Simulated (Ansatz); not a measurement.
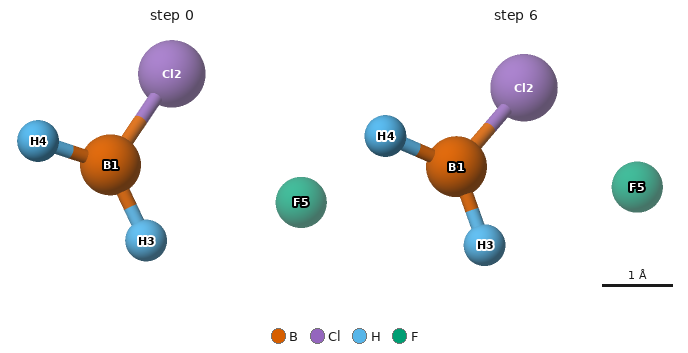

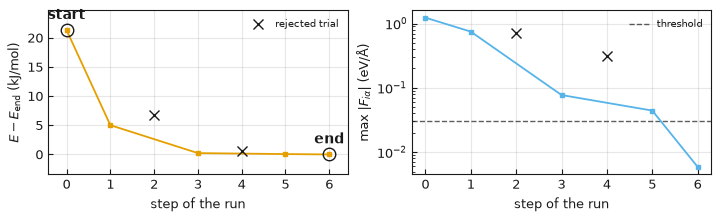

First and last geometry of a relaxation of BH$_{2}$ClF (multiplicity 2), with the history of the run. A ball-and-stick model, seen at a tilt.

The run prepares an end point of a later path (reaction) calculation, from a guessed geometry.

Level of theory: Ansatz, UKS PBE/cc-pVDZ. Settings: collinear spin; force threshold 0.03 eV/Å; at most 50 steps.

**Read the history and describe the run.**

It converged. The energy falls by 21.3 kJ/mol in 4 accepted moves (6 points after the start). The largest force component goes from 1.2 to 0.0059 eV/Å. The line search rejected the trial steps at points 2, 4 of the run. F5 moves most after the best rigid fit: 0.25 Å. Largest moves by element: F 0.25 Å, Cl 0.23 Å, H 0.12 Å, B 0.04 Å. Among the contacts that change: Cl2–F5 2.688 → 2.237 Å, B1–Cl2 1.822 → 1.754 Å.

| step | E − E(0), kJ/mol | largest force component, eV/Å | note |
| --- | --- | --- | --- |
| 0 | 0.00 | 1.2356 |  |
| 1 | -16.31 | 0.7488 |  |
| 2 | -14.58 | 0.7009 | rejected |
| 3 | -21.10 | 0.0773 |  |
| 4 | -20.73 | 0.3157 | rejected |
| 5 | -21.27 | 0.0443 |  |
| 6 | -21.33 | 0.0059 |  |

Limits of the set-up: the start holds two separate molecules, 2.7 Å apart at their closest, whose relative position is a soft coordinate and is computed without a dispersion correction.
